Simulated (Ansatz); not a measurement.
LiBr: response to strain

Start from LiBr in the wurtzite structure (space group P6_3mc, No. 186; a = 4.136 Å, c = 6.620 Å; a cell from a computed database, its experimental status unchecked). Axes: x lies along a and z along c of the hexagonal cell.

Strains are applied to the cell and any free atomic positions relax; under biaxial strain the out-of-plane vector relaxes too.

All numbers come from DFT with PBEsol, PAW potentials and a 420 eV plane-wave cutoff in Ansatz (an electronic-structure program), no SOC, earlier PAW set.

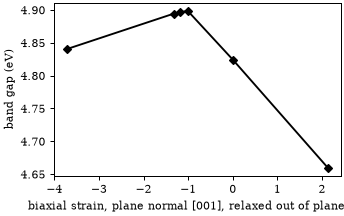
*Band gap against biaxial strain, plane normal [001], relaxed out of plane*

```csv
"biaxial strain, plane normal [001], relaxed out of plane (%)",band gap
-3.71,4.84 eV
-1.32,4.89 eV
-1.19,4.90 eV
-1.01,4.90 eV
2.13,4.66 eV
```

Whether these cells are dynamically stable was not tested. This is not the structure that LiBr has at room temperature and ambient pressure.
